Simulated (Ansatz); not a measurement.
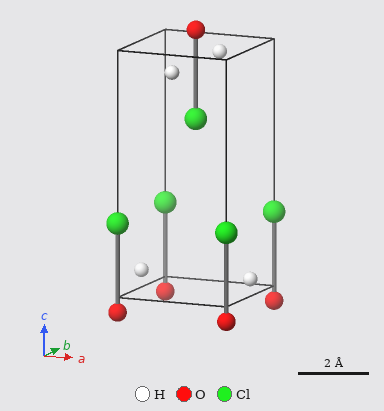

The crystal in a ball-and-stick representation, seen slightly off an axis. Thin lines show the simulation cell, with boundary atoms drawn in all their periodic places. Finite groups of bonded atoms are drawn whole.

```
CELL_PARAMETERS angstrom
3.40128 0.00000 0.00000
0.00000 3.39189 0.00000
0.00000 0.00000 7.20659
ATOMIC_POSITIONS crystal
H 0.00000 0.50000 0.07000
H 0.50000 0.00000 0.93000
O 0.00000 0.00000 0.94000
O 0.50000 0.50000 0.06000
Cl 0.00000 0.00000 0.30000
Cl 0.50000 0.50000 0.70000
```

Electronic-structure method: Ansatz, DFT, PAW plane waves, r2SCAN. Parameters: E_cut = 500 eV, a 10×10×5 sampling of the Brillouin zone, Fermi-Dirac smearing of 0.1 eV, no spin polarisation. The pressure of the cell is -11 GPa.

Give the Bader charge of each element.

Answer. H +0.55 e; Cl -0.03 e; O -0.51 e.

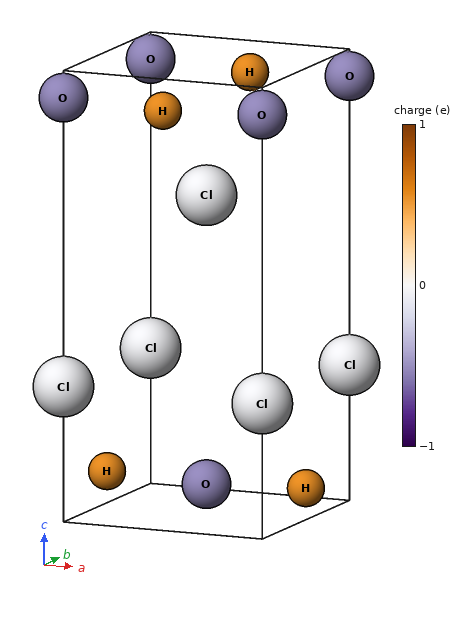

The atoms coloured by those charges.

Where the cell comes from: a generated cell, made by putting these elements into a known structure type (the compound may or may not exist in this form). No relaxation was applied. A calculation with Ansatz used it as input.

At this level of theory the cell isn't at rest (stretched, at -11 GPa and forces up to 0.8 eV/Å), so its distances can differ from those at equilibrium, the more so the softer the solid.
